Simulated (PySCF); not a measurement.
Be(H)(tBu), C4H10Be, SMILES [BeH][C](C)(C)C at its GFN2-xTB optimised geometry (Å):

```
15

Be     1.0995    -0.0706     0.0000
H      2.3792    -0.0706     0.0000
C     -0.6469    -0.0555    -0.0309
C     -1.2890    -1.0928     0.9093
C     -1.2179     1.3188     0.3692
C     -1.1724    -0.3569    -1.4481
H     -2.3792    -1.0469     0.8445
H     -1.0073    -0.9128     1.9458
H     -0.9807    -2.1044     0.6485
H     -0.9356     1.5819     1.3876
H     -0.8556     2.1044    -0.2928
H     -2.3095     1.3111     0.3146
H     -0.8058     0.3731    -2.1688
H     -0.8594    -1.3448    -1.7834
H     -2.2647    -0.3267    -1.4664
```

Computed with PySCF with PBE0/def2-TZVP. Cells within 0.4 Å of a nucleus heavier than hydrogen are left out (blank, or x).

Map of the Laplacian of the electron density (e/bohr⁵), clipped to [-1.50, 1.50] on the plane z = 1.0 Å:

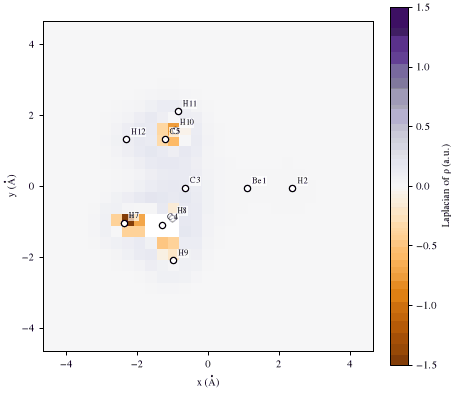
Figure. Laplacian of the electron density (e/bohr⁵), clipped to [-1.50, 1.50] on the plane z = 1.0 Å.
